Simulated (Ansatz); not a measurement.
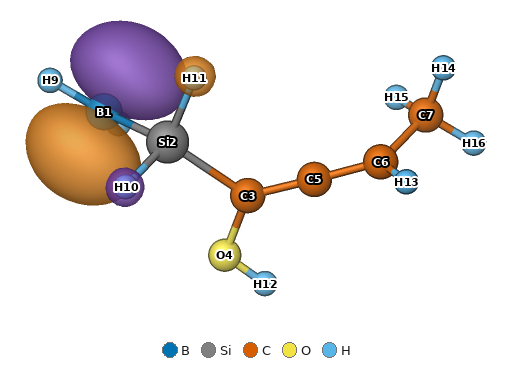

C$_{4}$H$_{9}$BOSi. One frontier orbital at ±0.15 Å⁻³ᐟ² (orange and purple are the two phases), seen across its widest extent.

Method: RKS PBE0-D4/6-31G in Ansatz 0.2.0.

```xyz
16

B     1.2944   -2.8728   -0.7319
Si    1.6918   -0.9081   -0.5011
C     0.2077    0.2122   -0.9027
O    -0.2364   -0.0477   -2.2137
C    -0.3341    1.0853   -0.0866
C    -0.8639    1.9461    0.7541
C    -1.9610    1.6367    1.7354
H     0.2047   -3.2717   -1.0214
H     2.1668   -3.6777   -0.5673
H     2.8373   -0.5166   -1.4044
H     2.1250   -0.6250    0.9156
H    -1.0050    0.5084   -2.4460
H    -0.4917    2.9730    0.7665
H    -1.6245    1.8218    2.7633
H    -2.2798    0.5942    1.6593
H    -2.8325    2.2807    1.5633
```

**Which orbital is it: HOMO or LUMO?**

The LUMO, at −1.99 eV. By Hirshfeld shares it lies mainly on B1 (about 65 %), H8 (about 5 %) and H9 (about 5 %).
